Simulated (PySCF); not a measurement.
H10OSi4 (SMILES O[Si]([SiH3])([SiH3])[SiH3])

Input

```
{"job": {"kind": "nmr", "xc": "PBE0", "basis": "pcSseg-1"}, "charge": 0, "multiplicity": 1}
Si    -1.225837    -1.344590     1.230523
Si    -0.183074    -0.097559    -0.473481
Si    -0.284681     2.174065     0.135600
Si     2.057296    -0.760588    -0.624237
O     -0.891894    -0.368387    -1.977843
H     -2.673994    -0.977309     1.341749
H     -1.131379    -2.813141     0.961388
H     -0.561032    -1.048195     2.538512
H     -1.709433     2.637187     0.160687
H      0.471341     3.030345    -0.830487
H      0.295769     2.355260     1.503102
H      2.698929    -0.490109     0.700795
H      2.166687    -2.221575    -0.921892
H      2.778212     0.014618    -1.679623
H     -1.817836    -0.115591    -2.050158
```

Run with:

```sh
OMP_NUM_THREADS=1 python cluster_run.py task.json out
```

Geometry: PBE0-D3(BJ)/def2-SVP.

Computed with PBE0/pcSseg-1, SCF density, gas phase, non-relativistic in PySCF.

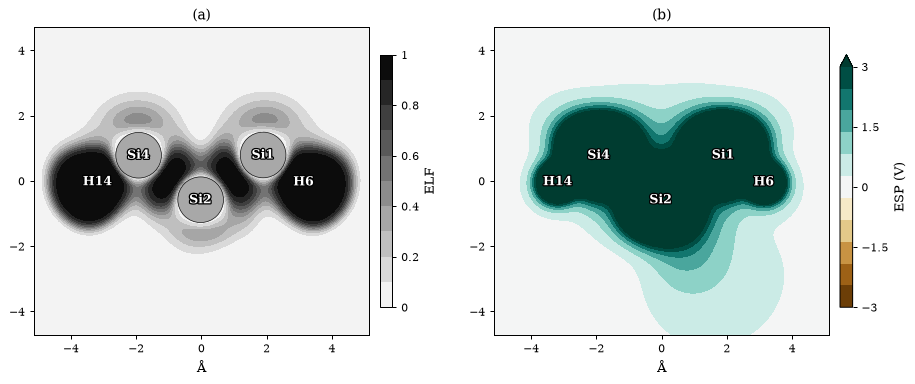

Figure 1. (a) electron localisation function; (b) molecular electrostatic potential on the plane of atoms Si2, Si1 and H6. Grey discs cover the atomic cores in the ELF map.

**Interpret the plot.**

Atoms in the plane: Si and H.
Si–Si (2.34 Å): the ELF peaks at about 1 between the atoms; localised, covalent bonding.
Si–H (1.49 Å): the ELF climbs to about 1 towards the hydrogen, as it does in any bond to H.
The potential has no marked negative region in this plane.

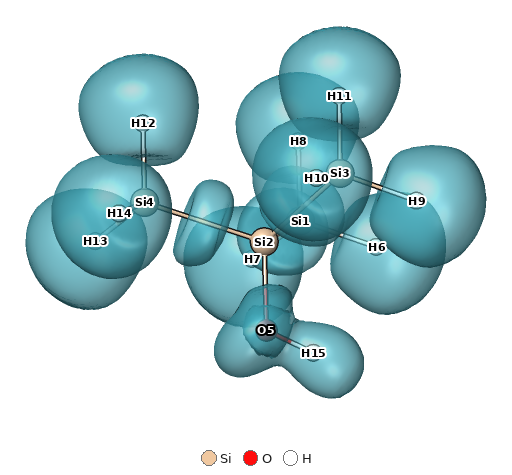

Figure 2. Isosurface of the electron localisation function at 0.75 (cyan), seen from one side. Only the valence region is drawn (cores and ρ < 0.01 e/Å³ removed).

**What do the ELF domains correspond to?**

At this value the surface marks out three regions between bonded Si–Si atoms (shared pairs), nine regions around hydrogen nuclei and one joined region spread over several atoms (H, O), in which their bonds and any lone pairs are merged. Along the contacts the grid gives the following. Si–O (1.68 Å): the ELF peaks at about 0.85 between the atoms; a polar covalent bond.

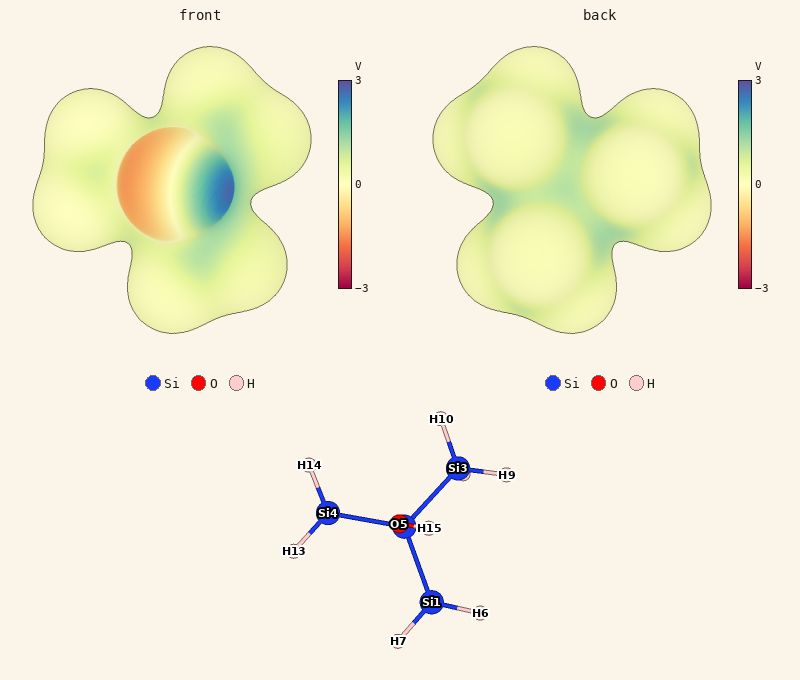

Figure 3. The molecular electrostatic potential painted on the density surface at 0.002 e/bohr³, seen from the front and from behind; the colour scale runs from red (negative) to blue (positive). The bare structure is drawn below in the same view.

**Which sites attract a positive test charge, and which a negative one?**

A positive charge is drawn to the negative regions and a negative charge to the positive ones. The most negative region (about −1.3 V) lies over O5, the most positive (about +2.6 V) over H15. O5 is the likeliest acceptor of a hydrogen bond.

**What dipole moment does the calculation give?**

Its dipole moment is 1.05 D.
